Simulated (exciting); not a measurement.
Two BSE runs for the S L₂,₃ edge of YSF, space group P4/nmm. Run A: exciting, all-electron LAPW+lo, LDA, exchange and screened direct term (singlet BSE), 3×3×2 shifted k points, 44 conduction bands, |G+q| up to 3 bohr⁻¹ (2.5 in the exchange term), full RPA screening with nempty = 73, Lorentzian half width 0.45 eV. Run B differs in one setting: k mesh, kernel cutoff, basis, band set, screening or width.

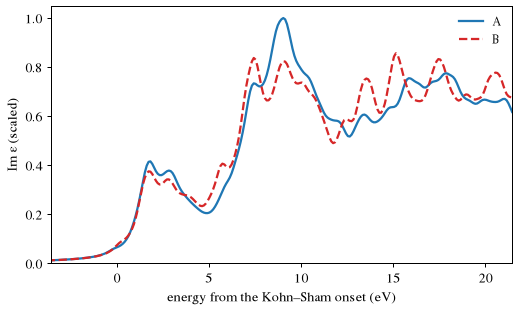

Energy from the Kohn–Sham onset, core level to the lowest empty state found on the meshes used; one zero for both, scaled to A's maximum.

**Question.** Which is the likeliest?

The k mesh from 3×3×2 to 2×2×1. The spectrum differs from run A by 13 % r.m.s. The highest maximum lies at 15.1 eV (0.86), against 9.0 eV (1.00). The first bright state moves from -0.15 to 0.17 eV. The lowest bare transition of this run lies at 1.18 eV, against 0.50. A coarse mesh samples few band energies, and it inflates the long-range part of the attraction. Other settings could leave a like mark; this is the change that was made.

[Hosts, paths, dates, database ids (printed as entryN), source tags and the programs' standing remarks are cut or masked in the printed files.]
